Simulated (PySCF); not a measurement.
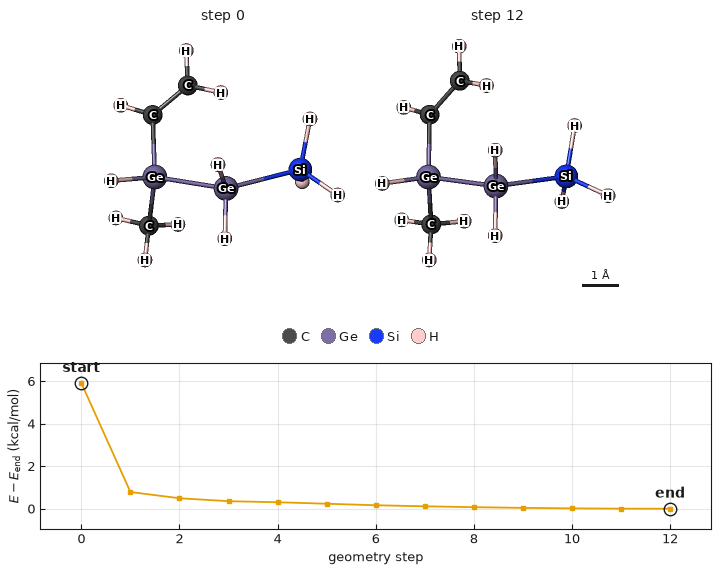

First and last geometry of a relaxation of C3H12Ge2Si, with the history of the run. Style: ball-and-stick. Shown at a tilt.

The start comes from GFN2-xTB. Its atoms were then displaced at random by about 0.01 Å.

Theory: PySCF, PBE0-D3(BJ)/def2-SVP geometry optimisation, gas phase. 

Q: Read the history and describe the run.

A: It converged. After 12 geometry steps the energy has fallen by 5.91 kcal/mol. The largest move after the best rigid fit is that of an H atom, 0.72 Å. Largest moves by element: H 0.72 Å, Si 0.38 Å, C 0.34 Å, Ge 0.21 Å. Some distances before and after: C–H 1.143 → 1.100 Å, Ge–H 1.504 → 1.544 Å, H–Si 1.458 → 1.496 Å, Ge–Si 2.350 → 2.385 Å. Bond angles that change, for instance: Ge–Ge–Si 121.6° → 109.6°, H–Ge–H 98.4° → 107.6°, Ge–Ge–H 106.6° → 111.7°. Cost: 4 min on 1 thread of Arm Neoverse V2, with other jobs on the host.

| step | E − E(0), kcal/mol |
| --- | --- |
| 0 | 0.00 |
| 1 | -5.12 |
| 2 | -5.42 |
| 3 | -5.55 |
| 4 | -5.60 |
| 5 | -5.67 |
| 6 | -5.75 |
| 7 | -5.80 |
| 8 | -5.84 |
| 9 | -5.87 |
| 10 | -5.89 |
| 11 | -5.90 |
| 12 | -5.91 |
